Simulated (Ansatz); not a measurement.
**CH3Cl2FHf: geometry relaxation**

- system: CH3Cl2FHf
- method: RKS PBE/def2-SVP (Ansatz 0.2.0)

The input holds or restrains some coordinates. It belongs to a series of runs on one base structure; here: pulled along the bonds that form and break, towards end A. Figures and captions count atoms from 1; the log counts them from 0 in places.

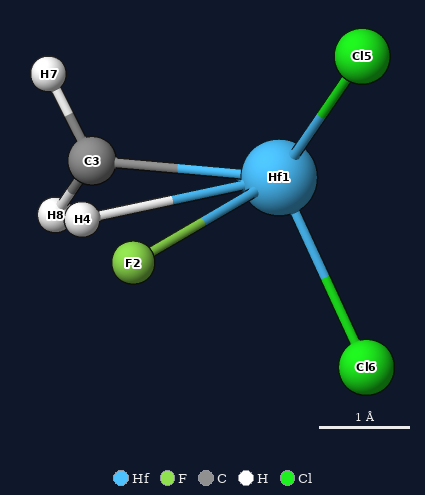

*The starting structure (ball-and-stick view, seen at a tilt; atoms are numbered from 1 in the order of the input). Sticks mark near contacts.*

**Input file**
```yaml
crystal:
  periodic: [false, false, false]
  atoms:
    - { symbol: Hf, position_ang: [-0.4177, -0.4718, -0.988] }
    - { symbol: F, position_ang: [1.3511, 1.1248, -0.0965] }
    - { symbol: C, position_ang: [-0.4003, -0.1626, 1.1542] }
    - { symbol: H, position_ang: [0.6612, 0.6648, 0.8005] }
    - { symbol: Cl, position_ang: [-1.2217, 1.2342, -2.4079] }
    - { symbol: Cl, position_ang: [1.2834, -1.8292, -1.9001] }
    - { symbol: H, position_ang: [-1.195, 0.4131, 1.6336] }
    - { symbol: H, position_ang: [-0.061, -0.9733, 1.8042] }
basis:
  gaussian: { orbitals: def2-SVP }
hamiltonian:
  xc: pbe
relax:
  f_tol: 0.15
  max_steps: 25
  restrain:
    - { distance: [3, 1], at: 2.18, k: 30.0 }
    - { distance: [0, 1], at: 2.32, k: 30.0 }
    - { distance: [3, 2], at: 1.07, k: 30.0 }
output:
  orbitals: {}
```

Hardware: 2 threads of Intel Xeon (Sapphire Rapids), 16 GiB of memory available, shared host.

Command:
```bash
ansatz run input.yaml --threads 2 --pin off --max-ram 3072MiB --backend cpu --events-out ev --progress --plain --runs-dir out
```

**Output**
```
The last accepted step is kept in [file] (removed where the run ends without a failure and the disk answers)
Engine: ansatz 0.2.0, x86_64-unknown-linux-gnu
Functional definition: PBE
  parameter kappa = 0.804
  parameter beta = 0.06672455060314922
  exchange = pbe_x(kappa = kappa, mu = beta*pi^2/3)
  correlation = pbe_c(beta = beta)
1184 factors; their error is unknown
mean field evaluation 1: about -30119.5126 eV, gradient 7.2e1 eV
mean field evaluation 2: about -29704.9318 eV, gradient 3.3e2 eV
mean field evaluation 4: about -30127.6258 eV, gradient 5.3e1 eV
mean field evaluation 8: about -30133.0534 eV, gradient 5.4e-1 eV
mean field evaluation 16: about -30132.9623 eV, gradient 4.9e-3 eV
mean field -30132.96233419 eV, -1107.3659409261 hartree, gradient 3.8e-5 eV, S^2 0.000000; 0 other end points of the search recorded, 0 dependent functions left out
the calculation of the forces begins
reference -30132.96240571 eV, -1107.3659435542 hartree; 32, 32 occupied and 79, 79 virtual orbitals, 1184 factors
relax step   1: F+E_penalty+E_count = -30132.96233419 eV  Δ(F+E_penalty+E_count) = +0.000e0 eV  max|allowed force component| = 2.391e0 eV/Å  E_restraint = 16.08415675 eV  max|allowed force component, restraints' pulls added| = 2.470e1 eV/Å  Δτ_max = 0.0000 Å  (33 SCF iters, accepted)
  distance H 3 - F 1 = 1.2215 Å
  distance Hf 0 - F 1 = 2.5441 Å
  distance H 3 - C 2 = 1.3916 Å
these checks for a lower state are left out or cut short: starts, cluster_reference, orbital_swaps, neighbouring_geometries, increment
1184 factors; their error is unknown
mean field evaluation 32: about -30133.8711 eV, gradient 1.1e-5 eV
mean field -30133.87108820 eV, -1107.3993370198 hartree, gradient 1.1e-5 eV, S^2 0.000000; 0 other end points of the search recorded, 0 dependent functions left out
the calculation of the forces begins
reference -30133.87116111 eV, -1107.3993396993 hartree; 32, 32 occupied and 79, 79 virtual orbitals, 1184 factors
relax step   2: F+E_penalty+E_count = -30133.87108820 eV  Δ(F+E_penalty+E_count) = -9.088e-1 eV  max|allowed force component| = 3.428e0 eV/Å  E_restraint = 6.21676537 eV  max|allowed force component, restraints' pulls added| = 1.657e1 eV/Å  Δτ_max = 0.1927 Å  (43 SCF iters, accepted)
  distance H 3 - F 1 = 1.5593 Å
  distance Hf 0 - F 1 = 2.4246 Å
  distance H 3 - C 2 = 1.2049 Å
these checks for a lower state are left out or cut short: starts, cluster_reference, orbital_swaps, neighbouring_geometries, increment
1184 factors; their error is unknown
mean field -30134.63392622 eV, -1107.4273708000 hartree, gradient 2.5e-5 eV, S^2 0.000000; 0 other end points of the search recorded, 0 dependent functions left out
the calculation of the forces begins
reference -30134.63400021 eV, -1107.4273735192 hartree; 32, 32 occupied and 79, 79 virtual orbitals, 1184 factors
relax step   3: F+E_penalty+E_count = -30134.63392622 eV  Δ(F+E_penalty+E_count) = -7.628e-1 eV  max|allowed force component| = 4.020e0 eV/Å  E_restraint = 1.02011064 eV  max|allowed force component, restraints' pulls added| = 7.461e0 eV/Å  Δτ_max = 0.1949 Å  (35 SCF iters, accepted)
  distance H 3 - F 1 = 1.9195 Å
  distance Hf 0 - F 1 = 2.3182 Å
  distance H 3 - C 2 = 1.0591 Å
these checks for a lower state are left out or cut short: starts, cluster_reference, orbital_swaps, neighbouring_geometries, increment
1184 factors; their error is unknown
mean field -30135.74306520 eV, -1107.4681309059 hartree, gradient 2.2e-5 eV, S^2 0.000000; 0 other end points of the search recorded, 0 dependent functions left out
the calculation of the forces begins
reference -30135.74313999 eV, -1107.4681336543 hartree; 32, 32 occupied and 79, 79 virtual orbitals, 1184 factors
relax step   4: F+E_penalty+E_count = -30135.74306520 eV  Δ(F+E_penalty+E_count) = -1.109e0 eV  max|allowed force component| = 3.783e0 eV/Å  E_restraint = 0.31065337 eV  max|allowed force component, restraints' pulls added| = 7.286e-1 eV/Å  Δτ_max = 0.1976 Å  (36 SCF iters, accepted)
  distance H 3 - F 1 = 2.2010 Å
  distance Hf 0 - F 1 = 2.1825 Å
  distance H 3 - C 2 = 1.1068 Å
these checks for a lower state are left out or cut short: starts, cluster_reference, orbital_swaps, neighbouring_geometries, increment
1184 factors; their error is unknown
mean field -30136.05459359 eV, -1107.4795793629 hartree, gradient 1.7e-5 eV, S^2 0.000000; 0 other end points of the search recorded, 0 dependent functions left out
the calculation of the forces begins
reference -30136.05466931 eV, -1107.4795821455 hartree; 32, 32 occupied and 79, 79 virtual orbitals, 1184 factors
relax step   5: F+E_penalty+E_count = -30136.05459359 eV  Δ(F+E_penalty+E_count) = -3.115e-1 eV  max|allowed force component| = 3.176e0 eV/Å  E_restraint = 0.31385446 eV  max|allowed force component, restraints' pulls added| = 3.400e-1 eV/Å  Δτ_max = 0.1999 Å  (35 SCF iters, accepted)
  distance H 3 - F 1 = 2.1999 Å
  distance Hf 0 - F 1 = 2.1811 Å
  distance H 3 - C 2 = 1.1052 Å
these checks for a lower state are left out or cut short: starts, cluster_reference, orbital_swaps, neighbouring_geometries, increment
1184 factors; their error is unknown
mean field evaluation 64: about -30136.1813 eV, gradient 1.3e-5 eV
mean field -30136.18132509 eV, -1107.4842366596 hartree, gradient 1.3e-5 eV, S^2 0.000000; 0 other end points of the search recorded, 0 dependent functions left out
the calculation of the forces begins
reference -30136.18140108 eV, -1107.4842394524 hartree; 32, 32 occupied and 79, 79 virtual orbitals, 1184 factors
relax step   6: F+E_penalty+E_count = -30136.18132509 eV  Δ(F+E_penalty+E_count) = -1.267e-1 eV  max|allowed force component| = 2.676e0 eV/Å  E_restraint = 0.30024695 eV  max|allowed force component, restraints' pulls added| = 5.036e-1 eV/Å  Δτ_max = 0.1950 Å  (36 SCF iters, accepted)
  distance H 3 - F 1 = 2.2147 Å
  distance Hf 0 - F 1 = 2.1902 Å
  distance H 3 - C 2 = 1.1143 Å
these checks for a lower state are left out or cut short: starts, cluster_reference, orbital_swaps, neighbouring_geometries, increment
1184 factors; their error is unknown
mean field -30136.20289719 eV, -1107.4850294196 hartree, gradient 2.4e-5 eV, S^2 0.000000; 0 other end points of the search recorded, 0 dependent functions left out
the calculation of the forces begins
reference -30136.20297278 eV, -1107.4850321976 hartree; 32, 32 occupied and 79, 79 virtual orbitals, 1184 factors
relax step   7: F+E_penalty+E_count = -30136.20289719 eV  Δ(F+E_penalty+E_count) = -2.157e-2 eV  max|allowed force component| = 2.594e0 eV/Å  E_restraint = 0.27833012 eV  max|allowed force component, restraints' pulls added| = 1.630e-1 eV/Å  Δτ_max = 0.1069 Å  (37 SCF iters, accepted)
  distance H 3 - F 1 = 2.2063 Å
  distance Hf 0 - F 1 = 2.1903 Å
  distance H 3 - C 2 = 1.1024 Å
these checks for a lower state are left out or cut short: starts, cluster_reference, orbital_swaps, neighbouring_geometries, increment
1184 factors; their error is unknown
mean field -30136.19147991 eV, -1107.4846098425 hartree, gradient 2.6e-5 eV, S^2 0.000000; 0 other end points of the search recorded, 0 dependent functions left out
the calculation of the forces begins
reference -30136.19155565 eV, -1107.4846126259 hartree; 32, 32 occupied and 79, 79 virtual orbitals, 1184 factors
relax step   8: F+E_penalty+E_count = -30136.19147991 eV  Δ(F+E_penalty+E_count) = +1.142e-2 eV  max|allowed force component| = 2.720e0 eV/Å  E_restraint = 0.26291321 eV  max|allowed force component, restraints' pulls added| = 1.124e-1 eV/Å  Δτ_max = 0.0351 Å  (30 SCF iters, accepted)
  distance H 3 - F 1 = 2.1989 Å
  distance Hf 0 - F 1 = 2.1919 Å
  distance H 3 - C 2 = 1.0974 Å
1184 factors; their error is unknown
mean field evaluation 96: about -30136.2864 eV, gradient 2.7e-1 eV
```

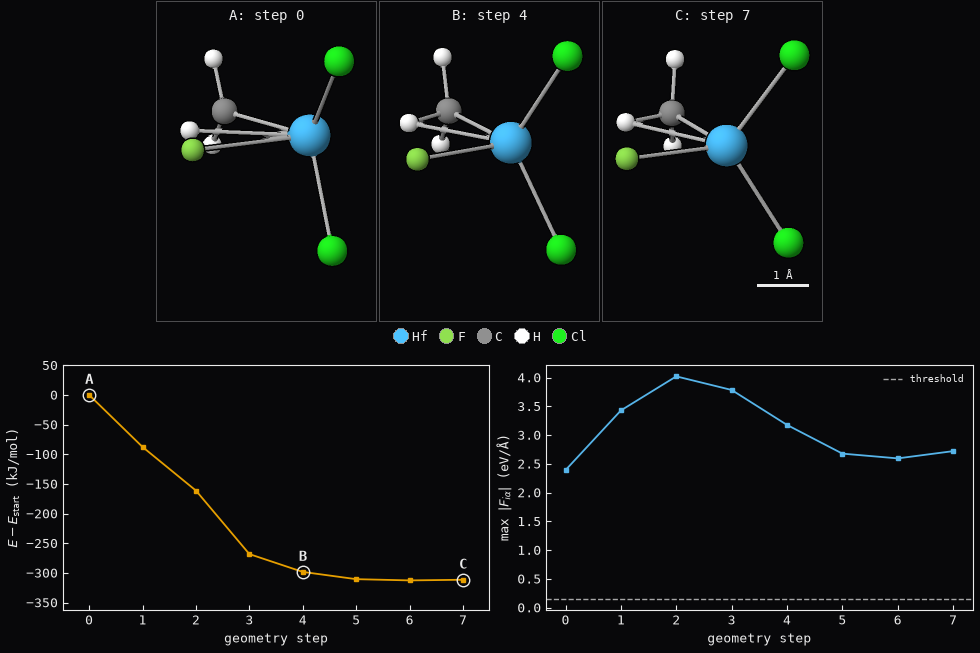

*Frames of the restrained relaxation (ball-and-stick view, seen at a tilt) above the curves, on which the letters mark them (the first geometry is step 0 here and step 1 in the log).*

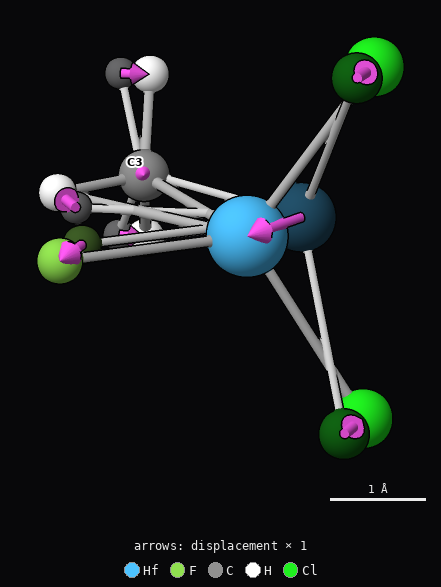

*Start (faint) and end (solid) with the displacements as pink arrows, at true length (ball-and-stick view, seen at a tilt). The two geometries are laid on each other by the best rigid fit.*

The largest move after the best rigid fit is that of Hf1, 0.84 Å. By element the largest moves are Hf 0.84 Å, F 0.55 Å, H 0.51 Å, Cl 0.51 Å, C 0.12 Å. Among the contacts that change: Hf1–F2 2.544 → 2.192 Å, C3–H4 1.392 → 1.097 Å, Hf1–H4 2.378 → 2.350 Å, Hf1–C3 2.164 → 2.147 Å. Among the angles that change: F2–Hf1–H4 28.5° → 57.8°, F2–Hf1–Cl5 89.7° → 118.3°, F2–Hf1–C3 63.8° → 85.6°. After 7 geometry steps the energy has fallen by 311.6 kJ/mol. Largest force component: 2.4 eV/Å at the start, 2.7 eV/Å at the end. (Atoms are counted from 1 in the order of the input.)

```
mean field -30136.19147991 eV, -1107.4846098425 hartree, gradient 2.4e-5 eV, S^2 0.000000; 1 other end points of the search recorded, 0 dependent functions left out
the calculation of the forces begins
reference -30136.19155565 eV, -1107.4846126259 hartree; 32, 32 occupied and 79, 79 virtual orbitals, 1184 factors
Total energy: -30136.19155565 eV, -1107.4846126259 hartree
Atom 0 at     0.231999     0.043084    -1.009532 Å, force     2.719896     2.433975     1.206935 eV/Å
Atom 1 at     1.773895     1.428740    -0.297647 Å, force    -2.305507    -2.162677    -1.681628 eV/Å
Atom 2 at    -0.336391    -0.122221     1.054081 Å, force    -0.722938    -0.615601    -0.129069 eV/Å
Atom 3 at     0.479262     0.581069     1.264642 Å, force     0.318522     0.346848     0.592586 eV/Å
Atom 4 at    -1.587085     0.921070    -2.200739 Å, force    -0.021972     0.012100     0.002743 eV/Å
Atom 5 at     0.902925    -2.078234    -1.749713 Å, force     0.007668    -0.022227     0.005947 eV/Å
Atom 6 at    -1.307109     0.311737     1.366346 Å, force     0.005023    -0.001423     0.002716 eV/Å
Atom 7 at    -0.157497    -1.085246     1.572563 Å, force    -0.000692     0.009006    -0.000229 eV/Å
Dipole moment:    -0.221628    -0.172630     0.073882 e Å
```

**Trajectory as extended XYZ (Å, eV, eV/Å), 8 frames, from step=1 to step=8**
```
8
Properties=species:S:1:pos:R:3:forces:R:3 step=1 energy=-30132.96233
Hf   -0.4177   -0.4718   -0.9880    2.3906   2.1144   1.8607
F     1.3511    1.1248   -0.0965   -0.4956  -0.5782  -1.2250
C    -0.4003   -0.1626    1.1542   -0.1647  -0.3489  -1.7474
H     0.6612    0.6648    0.8005   -0.9742  -0.7909   0.0542
Cl   -1.2217    1.2342   -2.4079   -0.3197  -0.1934   0.2077
Cl    1.2834   -1.8292   -1.9001   -0.3155  -0.2065   0.1941
H    -1.1950    0.4131    1.6336   -0.4119   0.4412   0.2833
H    -0.0610   -0.9733    1.8042    0.2910  -0.4376   0.3724
8
Properties=species:S:1:pos:R:3:forces:R:3 step=2 energy=-30133.87109
Hf   -0.3398   -0.4032   -0.9472    3.4275   2.8149   0.2518
F     1.3957    1.1415   -0.2538   -1.4766  -1.4582  -1.6591
C    -0.3917   -0.1567    1.1432   -0.0264   0.0496   0.3340
H     0.5373    0.5772    0.9192   -1.0756  -0.8313   0.4360
Cl   -1.2265    1.2319   -2.4034   -0.3818  -0.2584   0.2033
Cl    1.2793   -1.8323   -1.8959   -0.3572  -0.2743   0.1796
H    -1.1963    0.4169    1.6335   -0.1912   0.1489   0.1137
H    -0.0579   -0.9753    1.8045    0.0812  -0.1913   0.1406
8
Properties=species:S:1:pos:R:3:forces:R:3 step=3 energy=-30134.63393
Hf   -0.2546   -0.3339   -0.9537    4.0198   3.3247   0.2736
F     1.4419    1.1566   -0.4301   -2.4248  -2.2219  -1.3814
C    -0.3920   -0.1535    1.1669   -1.9705  -1.5362   0.4799
H     0.4298    0.5069    1.0658    1.6097   1.3271   0.0855
Cl   -1.2359    1.2288   -2.4026   -0.5272  -0.1337   0.0220
Cl    1.2744   -1.8405   -1.8948   -0.2373  -0.4601   0.0581
H    -1.2025    0.4157    1.6387   -0.4152   0.0681   0.2132
H    -0.0611   -0.9801    1.8098   -0.0546  -0.3681   0.2492
8
Properties=species:S:1:pos:R:3:forces:R:3 step=4 energy=-30135.74306
Hf   -0.0999   -0.2158   -0.9877    3.7832   3.2926   0.8423
F     1.5159    1.1947   -0.5840   -2.6841  -2.4028  -1.0038
C    -0.4133   -0.1661    1.1903   -0.4407  -0.3694  -0.1349
H     0.4410    0.5369    1.2205    0.2608   0.2391   0.2155
Cl   -1.3196    1.2220   -2.4113   -0.3025  -0.3202   0.1467
Cl    1.2550   -1.9189   -1.8959   -0.3614  -0.2145   0.1009
H    -1.2680    0.3804    1.6480   -0.0411  -0.2204  -0.0736
H    -0.1111   -1.0333    1.8200   -0.2142  -0.0042  -0.0932
8
Properties=species:S:1:pos:R:3:forces:R:3 step=5 energy=-30136.05459
Hf    0.0588   -0.0942   -0.9863    3.1757   2.8266   1.1340
F     1.6557    1.3091   -0.4987   -2.5900  -2.3330  -1.1407
C    -0.4167   -0.1745    1.1463   -0.5256  -0.4889  -0.3506
H     0.4363    0.5281    1.1574    0.3931   0.4031   0.5600
Cl   -1.4339    1.1189   -2.3326   -0.2029  -0.1605   0.0283
Cl    1.1352   -1.9915   -1.8511   -0.1882  -0.1689   0.0189
H    -1.2908    0.3493    1.5861   -0.0226  -0.0506  -0.1240
H    -0.1444   -1.0453    1.7790   -0.0395  -0.0279  -0.1260
8
Properties=species:S:1:pos:R:3:forces:R:3 step=6 energy=-30136.18133
Hf    0.1872    0.0083   -0.9903    2.6765   2.3422   0.6764
F     1.7520    1.4044   -0.3584   -2.4522  -2.2660  -1.5018
C    -0.3633   -0.1395    1.0873   -0.4962  -0.3690   0.1209
H     0.4758    0.5752    1.2505    0.0133   0.0861   0.4855
Cl   -1.5530    0.9791   -2.2885    0.2955  -0.2243   0.3196
Cl    0.9757   -2.0724   -1.8272   -0.1996   0.3716   0.2221
H    -1.3090    0.3161    1.4621    0.1360  -0.0248  -0.1583
H    -0.1654   -1.0712    1.6645    0.0266   0.0841  -0.1643
8
Properties=species:S:1:pos:R:3:forces:R:3 step=7 energy=-30136.20290
Hf    0.2316    0.0408   -1.0159    2.5938   2.3469   1.1634
F     1.7757    1.4292   -0.3190   -2.3393  -2.1903  -1.6338
C    -0.3474   -0.1317    1.0473   -0.6443  -0.5364  -0.0243
H     0.4769    0.5729    1.2454    0.2337   0.2779   0.5815
Cl   -1.5937    0.9533   -2.1931    0.1179  -0.0779   0.0628
Cl    0.9336   -2.0888   -1.7362   -0.0583   0.1304   0.0283
H    -1.3100    0.3096    1.3838    0.0764  -0.0058  -0.0858
H    -0.1666   -1.0854    1.5876    0.0202   0.0551  -0.0921
8
Properties=species:S:1:pos:R:3:forces:R:3 step=8 energy=-30136.19148
Hf    0.2320    0.0431   -1.0095    2.7199   2.4340   1.2069
F     1.7739    1.4287   -0.2976   -2.3055  -2.1627  -1.6816
C    -0.3364   -0.1222    1.0541   -0.7229  -0.6156  -0.1291
H     0.4793    0.5811    1.2646    0.3185   0.3468   0.5926
Cl   -1.5871    0.9211   -2.2007   -0.0220   0.0121   0.0027
Cl    0.9029   -2.0782   -1.7497    0.0077  -0.0222   0.0059
H    -1.3071    0.3117    1.3663    0.0050  -0.0014   0.0027
H    -0.1575   -1.0852    1.5726   -0.0007   0.0090  -0.0002
```

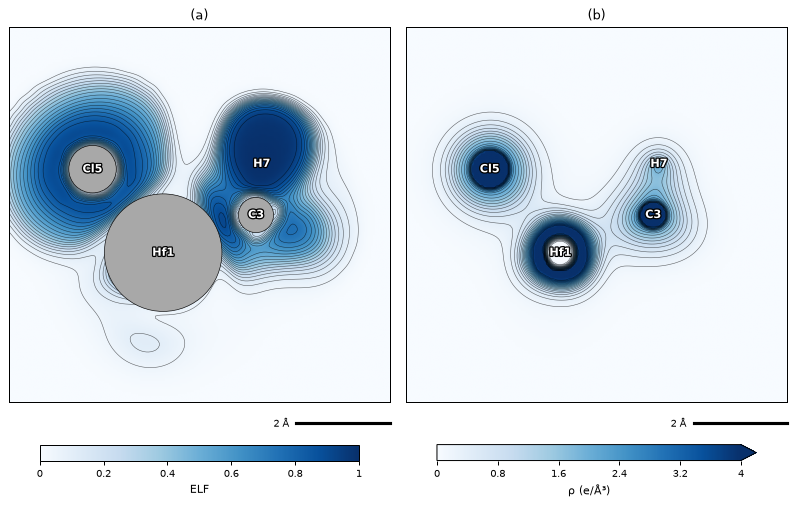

*(a) electron localisation function; (b) electron density on the plane of atoms C3, Hf1 and Cl5. Grey discs, where drawn, cover atomic cores.*

C–Hf (2.15 Å): ρ at the midpoint is about 0.78 e/Å³; the ELF peaks at about 0.90 in the valence shell of C, 0.7 Å from its nucleus, and is about 0.50 at the midpoint. Hf–Cl (2.34 Å): ρ is about 0.58 e/Å³ halfway; the ELF peaks at about 0.85 in the valence shell of Cl, 0.8 Å from its nucleus, and is about 0.35 at the midpoint. C–H (1.11 Å): ρ at the midpoint is about 1.8 e/Å³; the ELF climbs to about 1 towards the hydrogen, as it does in any bond to H; a covalent bond by its length.

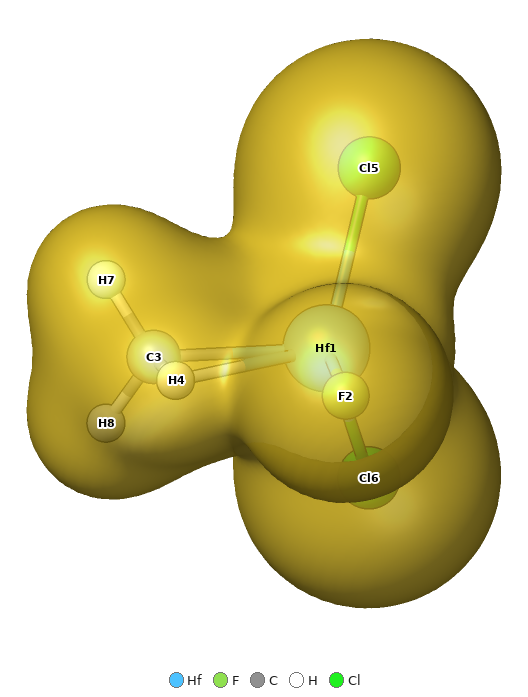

*Isosurface of the electron density at 0.05 e/Å³ (yellow), seen at a tilt.*

At this value the surface is in one piece. On the grid the lowest density along these lines, outside the cores, is 0.77 e/Å³ (C–Hf, 2.15 Å), 0.46 e/Å³ (Hf–F, 2.19 Å), 0.57 e/Å³ (Hf–Cl, 2.34 Å) and 1.8 e/Å³ (C–H, 1.10 Å).

**Results in brief**

- outcome: converged under the restraints of the input
- total energy: −30136.1916 eV
- mean-field energy: −30136.1916 eV
- largest force (length of the vector) at the end, held atoms and coordinates included: 3.844 eV/Å
- wall time: 17 s (CPU time 33 s)
- peak memory: 0.25 GiB
